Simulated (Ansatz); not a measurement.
TiC: pressure series

Take TiC in the rock salt structure (space group Fm-3m, No. 225; a = 4.2933 Å) as the base.

Cell and atoms are relaxed at each pressure.

Computed with PBEsol, PAW, 420 eV (Ansatz, a first-principles code; no spin-orbit coupling).

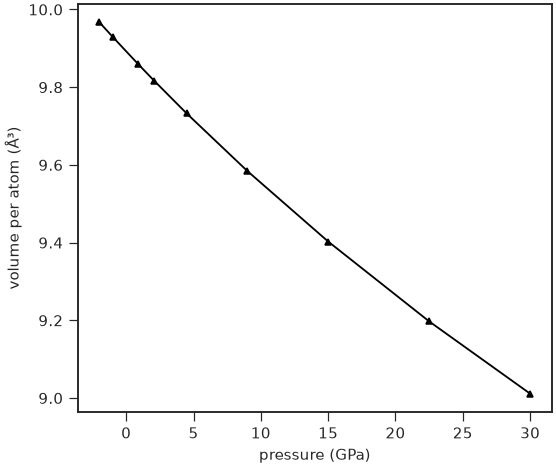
Fig. 1. Volume against pressure

Task: Estimate the zero-pressure bulk modulus from the plot.

Result: About 270 GPa; a third-order Birch–Murnaghan fit to the points gives V₀ = 9.89 Å³/atom, B₀ = 267 GPa and B₀′ = 4.0.

Load acts through the strain it causes; cell and atoms are relaxed under it. No phonon test of stability was made. No other phases were tried under pressure. All final runs are without spin polarisation.
